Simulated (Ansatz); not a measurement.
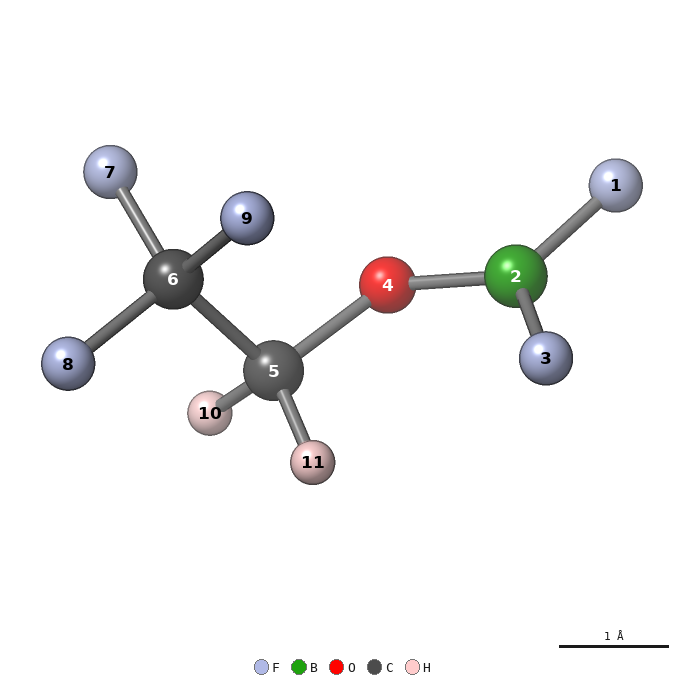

Orthographic view. Atoms fade into the background with distance from the viewer. The computed structure is the end point of a PBE-D4/def2-SVP optimisation. No frequency run is at hand to confirm it as a minimum.

Write a MOL file (V2000) with the atoms in numerical order, bonds sorted by atom number with the orders drawn, and coordinates in the frame of the picture: x right, y up, z towards the viewer, origin at the mean position.

```
C2H2BF5O
                    3D

 11 10  0  0  0  0  0  0  0  0999 V2000
    2.7900    1.1300   -0.7200 F   0  0  0  0  0  0  0  0  0  0  0  0
    1.8600    0.2900   -0.2700 B   0  0  0  0  0  0  0  0  0  0  0  0
    2.1400   -0.4700    0.8000 F   0  0  0  0  0  0  0  0  0  0  0  0
    0.6800    0.2100   -0.9300 O   0  0  0  0  0  0  0  0  0  0  0  0
   -0.3800   -0.5800   -0.4200 C   0  0  0  0  0  0  0  0  0  0  0  0
   -1.3100    0.2600    0.4500 C   0  0  0  0  0  0  0  0  0  0  0  0
   -1.8900    1.2500   -0.2500 F   0  0  0  0  0  0  0  0  0  0  0  0
   -2.2800   -0.5200    0.9600 F   0  0  0  0  0  0  0  0  0  0  0  0
   -0.6200    0.8300    1.4700 F   0  0  0  0  0  0  0  0  0  0  0  0
   -0.9700   -0.9800   -1.2800 H   0  0  0  0  0  0  0  0  0  0  0  0
   -0.0200   -1.4300    0.1900 H   0  0  0  0  0  0  0  0  0  0  0  0
  1  2  1  0
  2  3  1  0
  2  4  1  0
  4  5  1  0
  5  6  1  0
  5 10  1  0
  5 11  1  0
  6  7  1  0
  6  8  1  0
  6  9  1  0
M  END
```
